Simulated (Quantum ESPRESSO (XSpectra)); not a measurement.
## The core hole at the N K edge of Si3N4 (P6₃/m)

```
N4Si3
1.0
    7.60454     0.00000     0.00000
   -3.80227     6.58572     0.00000
    0.00000     0.00000     2.90520
Si N
6 8
Direct
  0.23108   0.82495   0.75000
  0.76892   0.17505   0.25000
  0.40613   0.23108   0.25000
  0.59387   0.76892   0.75000
  0.17505   0.40613   0.75000
  0.82495   0.59387   0.25000
  0.33333   0.66667   0.75000
  0.66667   0.33333   0.25000
  0.96919   0.66985   0.75000
  0.03081   0.33015   0.25000
  0.29934   0.96919   0.25000
  0.70066   0.03081   0.75000
  0.33015   0.29934   0.75000
  0.66985   0.70066   0.25000
```

Geometry: Materials Project entry mp-988 (a computed structure). The cell is the entry's, not relaxed again.

Absorber: atom 7, N on Wyckoff site d (site symmetry -6..), with 3 Si at 1.73 Å.

All values are from Quantum ESPRESSO (XSpectra) (LDA, no, half or full core hole, dipole K-edge X-ray absorption, plane waves, Troullier-Martins potentials made with ld1.x, scalar-relativistic, no spin, constant broadening).

Full-hole run: 42-atom cell (absorber images 7.6 Å apart), 65 Ry, k meshes 2×2×2 (SCF) and 3×3×3 (spectrum), Lorentzian half width 0.5 eV. The ground-state test found a gap, so occupations are fixed and the excited electron is left out (charged cell on a uniform background); energies count from the highest occupied level. Field directions run: x; z, weighted by the site's symmetry in the crystal. Intensities are scaled to a mean of 1 over 0–35 eV.

The half-hole run shares these settings; the run without a hole takes the primitive cell with a 3×3×7 mesh.

| core hole | mean 0–10 eV | mean 10–20 eV | mean 20–30 eV | highest value below 30 eV |
|---|---|---|---|---|
| none (primitive cell) | 0.63 | 1.45 | 0.89 | 2.6 |
| half | 0.94 | 1.21 | 0.86 | 2.5 |
| full | 1.25 | 0.95 | 0.84 | 2.9 |

From no hole to a full hole the mean over the first 10 eV goes from 0.63 through 0.94 to 1.25: the hole pulls absorption towards the edge. The cell size was not varied. Each run counts from its own energy zero.

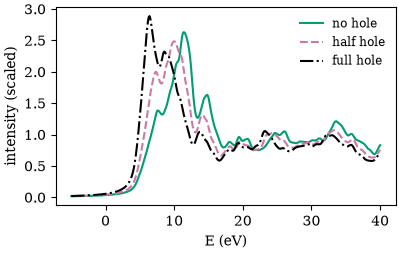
The three spectra
